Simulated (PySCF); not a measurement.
**Al2H6S2 (SMILES [AlH2-]1[SH+][AlH2-][SH+]1): BLYP/6-31G(d) (spherical functions)**

What is the vertical ionisation energy of Al2H6S2 at BLYP/6-31G* (spherical functions)? The job is set up through a Python script.

The calculation is run with PySCF 2.14.0.

1 further run of the same task is left out (set aside as unsound or not needed).

### Step 1. The system as given

Al2H6S2 has 10 atoms, charge 0, and is taken as a singlet. As SMILES, `[AlH2-]1[SH+][AlH2-][SH+]1`. The coordinates come from a PBE0-D4/def2-TZVP relaxation.

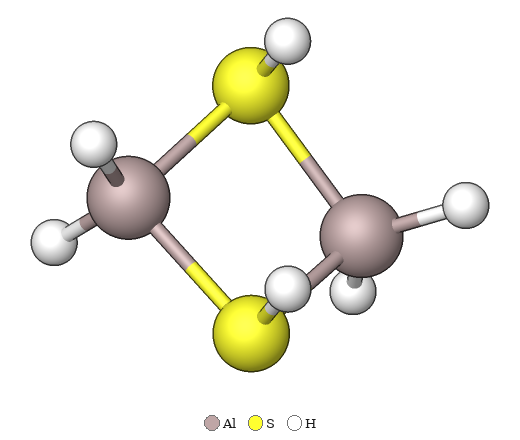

Viewed from a chosen angle; aluminium light grey, sulfur yellow, hydrogen white.

### Step 2. The energy at BLYP/6-31G(d) (spherical functions)

Input file job.py:

```python
from pyscf import gto, dft

mol = gto.M(
    atom=[
    ('Al', (-0.876700, 1.141600, -0.696500)),
    ('S', (0.577400, 1.173900, 1.178200)),
    ('Al', (0.373900, -1.185300, 1.028500)),
    ('S', (-0.708800, -1.193400, -1.082800)),
    ('H', (-0.178100, 1.904600, -1.893800)),
    ('H', (-2.329500, 1.385800, -0.127000)),
    ('H', (1.709600, 1.247400, 0.456500)),
    ('H', (1.818000, -1.809500, 0.859600)),
    ('H', (-0.726500, -1.597000, 2.084100)),
    ('H', (0.423800, -1.119400, -1.803900)),
],
    basis='6-31g*',
    verbose=3,
    charge=0,
    max_memory=1860,
)

ks = dft.RKS(mol, xc='blyp')
ks.grids.level = 4
ks.conv_tol = 1e-10
ks.kernel()
if not ks.converged:
    ks = ks.newton().run(ks.mo_coeff, ks.mo_occ)

e_final = ks.e_tot
print('Final energy', e_final)
```

On the command line:

```
OMP_NUM_THREADS=1 python job.py
```

The log of the run:

```text
converged SCF energy = -1284.83800084758
Final energy -1284.8380008475833
```

Wall time 15 s (1 thread of Arm Neoverse V2, shared host); peak memory 0.43 GiB.

### Step 3. The doublet cation, same level

Input file calc.py:

```python
from pyscf import gto, dft

mol = gto.M(
    atom=[
    ('Al', (-0.876700, 1.141600, -0.696500)),
    ('S', (0.577400, 1.173900, 1.178200)),
    ('Al', (0.373900, -1.185300, 1.028500)),
    ('S', (-0.708800, -1.193400, -1.082800)),
    ('H', (-0.178100, 1.904600, -1.893800)),
    ('H', (-2.329500, 1.385800, -0.127000)),
    ('H', (1.709600, 1.247400, 0.456500)),
    ('H', (1.818000, -1.809500, 0.859600)),
    ('H', (-0.726500, -1.597000, 2.084100)),
    ('H', (0.423800, -1.119400, -1.803900)),
],
    basis='6-31g*',
    max_memory=1860,
    spin=1,
    verbose=4,
    charge=1,
)

mf = dft.UKS(mol, xc='blyp')
mf.grids.level = 4
mf.conv_tol = 1e-10
mf.kernel()
if not mf.converged:
    mf = mf.newton().run(mf.mo_coeff, mf.mo_occ)

energy = mf.e_tot
print('Final energy', energy)
```

On the command line:

```
OMP_NUM_THREADS=1 python calc.py
```

The log of the run:

```text
PySCF version 2.14.0

[... 60 lines left out ...]
[... the frontier-level lines of each cycle are left out ...]
[... 1 line left out ...]
[... 78 lines left out ...]
SCF not converged.
SCF energy = -1284.48792931062 after 50 cycles  <S^2> = 0.75250552  2S+1 = 2.0025039
[... 20 lines left out ...]
    C. Lee, W. Yang, and R. G. Parr.,  Phys. Rev. B 37, 785 (1988)
    B. Miehlich, A. Savin, H. Stoll, and H. Preuss.,  Chem. Phys. Lett. 157, 200 (1989)
radial grids:
    Treutler-Ahlrichs [JCP 102, 346 (1995); DOI:10.1063/1.469408] (M4) radial grids

becke partition: Becke, JCP 88, 2547 (1988); DOI:10.1063/1.454033
pruning grids: <function nwchem_prune>
grids dens level: 4
symmetrized grids: False
atomic radii adjust function: <function treutler_atomic_radii_adjust>
small_rho_cutoff = 0
******** <class 'pyscf.dft.uks.UKS'> Newton solver flags ********
SCF tol = 1e-10
conv_tol_grad = None
max. SCF cycles = 50
direct_scf = True
direct_scf_tol = 1e-13
max_cycle_inner = 12
max_stepsize = 0.05
ah_start_tol = 1e+09
ah_level_shift = 0
ah_conv_tol = 1e-12
ah_lindep = 1e-14
ah_start_cycle = 1
ah_max_cycle = 40
ah_grad_trust_region = 2.5
kf_interval = 4
kf_trust_region = 5
canonicalization = True
Set conv_tol_grad to 1e-05
Initial guess E= -1284.48792931062  |g|= 8.52519e-05
macro= 0  E= -1284.48792932503  delta_E= -1.44078e-08  |g|= 8.52519e-05  1 KF 4 JK
macro= 1  E= -1284.48792932503  delta_E= 9.09495e-13  |g|= 1.05146e-06  1 KF 2 JK
Canonicalize SCF orbitals
macro X = 2  E=-1284.48792932503  |g|= 1.05146e-06  total 3 KF 9 JK
converged SCF energy = -1284.48792932503  <S^2> = 0.75250554  2S+1 = 2.002504
Final energy -1284.487929325026
```

Run time: 57 s. Hardware: 1 thread of Arm Neoverse V2, shared host; peak memory 0.61 GiB.

### Step 4. Results

At BLYP/6-31G* (spherical functions):

| quantity | value |
| --- | --- |
| singlet Al2H6S2: total energy | -1284.83800 Eh |
| singlet Al2H6S2: dipole moment | 2.15 D |
| singlet Al2H6S2: HOMO energy | -6.99 eV |
| singlet Al2H6S2: LUMO energy | -1.19 eV |
| singlet Al2H6S2: HOMO–LUMO gap | 5.79 eV |
| doublet cation: total energy | -1284.48793 Eh |
| doublet cation: HOMO energy (highest over α and β) | -12.12 eV |
| doublet cation: LUMO energy (lowest over α and β) | -12.07 eV |
| doublet cation: ⟨S²⟩ | 0.753 |
| vertical ionisation energy (to the doublet cation) | 9.526 eV |

The vertical ionisation energy comes to 9.53 eV (919 kJ/mol). −ε(HOMO) before ionisation, 6.99 eV, is 2.54 eV below this ionisation energy. Mulliken charges (singlet Al2H6S2) run from -0.22 on S2 to +0.20 on Al1; they depend strongly on the basis. Mulliken charges (doublet cation) run from -0.03 on S2 to +0.28 on Al1; they depend strongly on the basis.
